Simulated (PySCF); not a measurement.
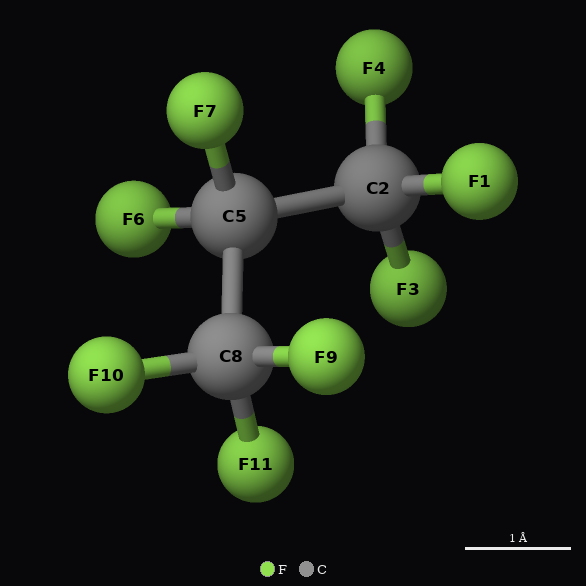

Atoms carry their numbers in the input. The geometry was computed by an optimisation with GFN2-xTB. No frequency run is at hand to confirm it as a minimum.

Which atoms are bonded, and how long are the bonds?

```
  bond  length (Å)   order
 F1–C2       1.328  single
 C2–F3       1.328  single
 C2–F4       1.325  single
 C2–C5       1.559  single
 C5–F6       1.344  single
 C5–F7       1.343  single
 C5–C8       1.559  single
 C8–F9       1.328  single
C8–F10       1.325  single
C8–F11       1.328  single
```
